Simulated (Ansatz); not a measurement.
# FCI/6-31G run of [PH4]+ (SMILES [PH4+])

What is the energy change on altering one bond length of [PH4]+ at FCI/6-31G? 

The results are computed with Ansatz 0.2.0.

**1. Starting point**

[PH4]+ has 5 atoms, charge +1, and is taken as a singlet. As SMILES, `[PH4+]`. The coordinates come from a GFN2-xTB relaxation.

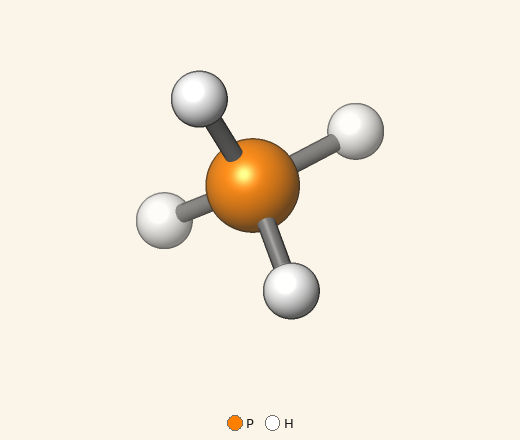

The structure, seen from a chosen angle (phosphorus orange, hydrogen white).

**2. The energy at FCI/6-31G**

The input, job.yaml:

```yaml
crystal:
  periodic: [false, false, false]
  atoms:
    - symbol: P
      position_ang: [-0.000020, -0.000000, 0.000050]
    - symbol: H
      position_ang: [1.357460, -0.061330, 0.210450]
    - symbol: H
      position_ang: [-0.617320, -1.016050, 0.691010]
    - symbol: H
      position_ang: [-0.261860, -0.133750, -1.343340]
    - symbol: H
      position_ang: [-0.478250, 1.211140, 0.441830]
basis:
  gaussian: {orbitals: 6-31G}
total_charge: 1
correlation: {method: fci, frozen_orbitals: {H: 0, P: 5}}
accuracy: high
```

Launch:

```
$ ansatz run job.yaml --threads 1 --pin off --max-ram 2610MiB --events-out events.jsonl --progress --plain --runs-dir runs
```

The log of the run:

```text
Warning: RAYON_NUM_THREADS=1 ignored (pool sized by the plan → 1); use --threads N
Functional definition: HF
  name "HF"
  exchange = exact_x
  correlation = 0
478 factors; integrals over basis functions are off by at most 3.8e-9 eV
mean field evaluation 1: about -9324.8157 eV, gradient 1.0e1 eV
mean field evaluation 2: about -9324.8182 eV, gradient 1.0e1 eV
mean field evaluation 4: about -9325.2297 eV, gradient 4.5e-1 eV
mean field evaluation 8: about -9325.2309 eV, gradient 8.5e-8 eV
mean field -9325.23093475 eV, -342.6959159835 hartree, gradient 4.6e-9 eV, S^2 0.000000; 0 other end points of the search recorded, 0 dependent functions left out
5 core orbitals not correlated: weight in the atoms' cores, before any rotation towards them, 1.000 or more for the frozen orbitals, at most 0.000 for the correlated occupied ones
reference -9325.23093475 eV, -342.6959159835 hartree; 4, 4 occupied and 12, 12 virtual orbitals, 478 factors
state -9327.68371052 eV, -342.7860538306 hartree
Total energy: -9327.68371052 eV, -342.7860538306 hartree
```

Wall time 9.3 s (1 thread of AMD EPYC 7R43 (Zen 3), shared host); peak memory 0.33 GiB.

**3. The distorted shape at the same level**

The input, molecule.yaml:

```yaml
crystal:
  periodic: [false, false, false]
  atoms:
    - {symbol: P, position_ang: [0.154283, 0.253976, -0.172665]}
    - {symbol: H, position_ang: [1.511763, 0.192646, 0.037735]}
    - {symbol: H, position_ang: [-0.617320, -1.016050, 0.691010]}
    - {symbol: H, position_ang: [-0.107557, 0.120226, -1.516055]}
    - {symbol: H, position_ang: [-0.323947, 1.465116, 0.269115]}
basis:
  gaussian: {orbitals: 6-31G}
total_charge: 1
correlation: {method: fci, frozen_orbitals: {H: 0, P: 5}}
accuracy: high
```

Launch:

```
$ ansatz run molecule.yaml --threads 1 --pin off --max-ram 2610MiB --events-out events.jsonl --progress --plain --runs-dir runs
```

The log of the run:

```text
Warning: RAYON_NUM_THREADS=1 ignored (pool sized by the plan → 1); use --threads N
[... 4 set-up lines as earlier in the session ...]
476 factors; integrals over basis functions are off by at most 4.1e-9 eV
mean field evaluation 1: about -9323.9890 eV, gradient 1.0e1 eV
mean field evaluation 2: about -9323.9901 eV, gradient 1.0e1 eV
mean field evaluation 4: about -9324.4361 eV, gradient 5.5e-1 eV
mean field evaluation 8: about -9324.4379 eV, gradient 1.4e-7 eV
mean field -9324.43792023 eV, -342.6667732374 hartree, gradient 3.1e-8 eV, S^2 0.000000; 0 other end points of the search recorded, 0 dependent functions left out
5 core orbitals not correlated: weight in the atoms' cores, before any rotation towards them, 1.000 or more for the frozen orbitals, at most 0.000 for the correlated occupied ones
reference -9324.43792023 eV, -342.6667732374 hartree; 4, 4 occupied and 12, 12 virtual orbitals, 476 factors
state -9327.11756095 eV, -342.7652482174 hartree
Total energy: -9327.11756095 eV, -342.7652482174 hartree
```

Wall time 9.9 s (1 thread of AMD EPYC 7R43 (Zen 3), shared host); peak memory 0.33 GiB.

**4. Outcome**

Level: FCI/6-31G, 5 core orbitals frozen.

| quantity | value |
| --- | --- |
| first shape: total energy | -342.78605 Eh |
| first shape: correlation energy (5 core orbitals frozen) | -90.1 mEh |
| distorted shape: total energy | -342.76525 Eh |
| distorted shape: correlation energy (5 core orbitals frozen) | -98.5 mEh |
| energy change with the P1–H3 bond stretched from 1.375 to 1.719 Å | 0.566 eV |

In words: With the P1–H3 bond stretched from 1.375 to 1.719 Å the energy rises by 0.57 eV (13.1 kcal/mol). The first shape isn't relaxed at this level, so the change isn't measured from a minimum.
